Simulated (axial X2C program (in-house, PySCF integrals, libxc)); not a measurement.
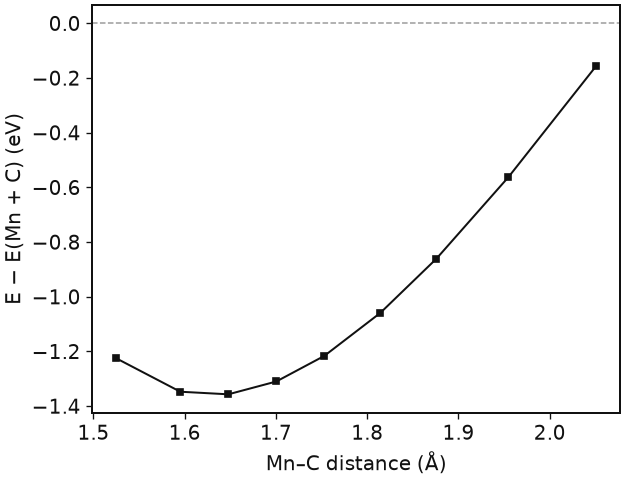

Figure 1. Energy at 9 bond lengths, for one set of occupations held fixed; the line joins the points. A polynomial of degree 6 through 8 points gives rₑ = 1.629 Å, ωₑ = 774.2 cm⁻¹, ωₑxₑ = 0.89 cm⁻¹ and Bₑ = 0.6448 cm⁻¹. The minimum lies 1.36 eV below Mn + C, each computed as one determinant at the same level.

## Relativistic diatomic calculation for MnC

System: MnC, single determinant with M_S = 3/2 and |Λ| = 1 (not the lowest found).
Method: PBE0, spin-free X2C-1e, Mn dyall-cv3z, C dyall-v3z (cores contracted) (axial X2C program (in-house, PySCF integrals, libxc)).

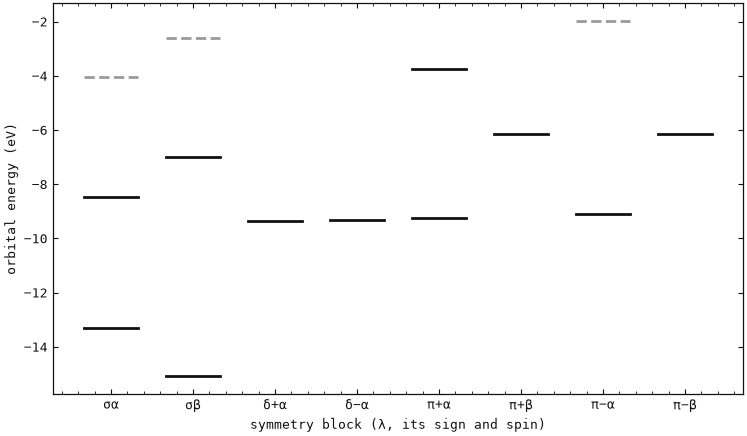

Figure 2. Orbital energies near the frontier at 1.75 Å, filled (solid) and empty (dashed); a label such as π−α means λ = −1 and α spin. The highest filled orbital (π+α; 51 % C p, 44 % Mn p) lies at −3.75 eV, the lowest empty one (σα; 48 % Mn s, 28 % Mn p) at −4.04 eV.

These pictures come from the run below.

Input file:
```
{"zs": [25, 6], "q": 0, "bas": ["dyall-cv3z", "dyall-v3z"], "levels": ["PBE0", "HF", "TPSS"], "cc": true, "r0": 1.72, "thr": -2.0, "nmax": 90, "npts": 10, "nst": 2, "ntry": 6}
```

The line is the task of a batch: nuclear charges, charge, bases, the levels to run, a first guess of the distance and further settings. This report covers PBE0 without spin-orbit coupling. The log is that of the reference distance 1.753 Å.

Launched within a batch (the task file carries these settings):
```bash
python <driver script> task.json out
```

Log:
```
spin-free X2C-1e  PBE0
basis functions 150  fitting functions 854  grid points 5076
iter        total energy     max residual
   1      -1195.316069404     1.20e+00
   2      -1196.215065667     3.87e-02
   3      -1196.121262843     1.29e-01
   4      -1196.220936223     2.28e-02
   5      -1196.225409580     5.01e-03
   6      -1196.225639026     5.59e-04
   7      -1196.225647383     5.83e-04
   8      -1196.225654553     1.76e-04
   9      -1196.225656044     6.64e-05
  10      -1196.225656438     1.41e-05
  11      -1196.225656464     3.67e-06
  12      -1196.225656465     1.28e-06
converged
one-electron -1737.39432226  Coulomb 553.56490152  exact exchange -14.10377895  xc functional -43.57287984  nuclear repulsion 45.28042307
```

The points of the curve:

| R (Å) | E (hartree) | dipole (D; origin at the first atom, positive when the second is positive) | highest filled (eV) | lowest empty (eV) |
| --- | --- | --- | --- | --- |
| 1.525 | −1196.225986 | −4.66 | −3.79 | −3.73 |
| 1.595 | −1196.230471 | −4.93 | −3.81 | −3.81 |
| 1.648 | −1196.230820 | −5.13 | −3.81 | −3.88 |
| 1.700 | −1196.229096 | −5.32 | −3.79 | −3.96 |
| 1.753 | −1196.225656 | −5.50 | −3.75 | −4.04 |
| 1.814 | −1196.219876 | −5.69 | −3.71 | −4.15 |
| 1.876 | −1196.212609 | −5.87 | −3.66 | −4.26 |
| 1.955 | −1196.201644 | −6.07 | −3.60 | −4.40 |
| 2.051 | −1196.186673 | −6.25 | −3.53 | −4.58 |

Key numbers:

```tsv
quantity	value
outcome	converged
bond length rₑ	1.629 Å
ωₑ	774.2 cm⁻¹
energy at the minimum	−1196.23095 hartree
depth below the fragments	1.36 eV
largest ⟨S²⟩ along the curve	5.51
hardware	1 thread of Arm Neoverse N1, 24 GiB of memory available, shared host
wall time	5.1 s
```

Remarks:

⟨S²⟩ reaches 5.51 where a pure state of this multiplicity has 3.75, so the determinant is spin-contaminated. Caveats: 9 of the 10 points asked for were kept; at some distances an empty level lies below a filled one, since the occupations are held fixed.
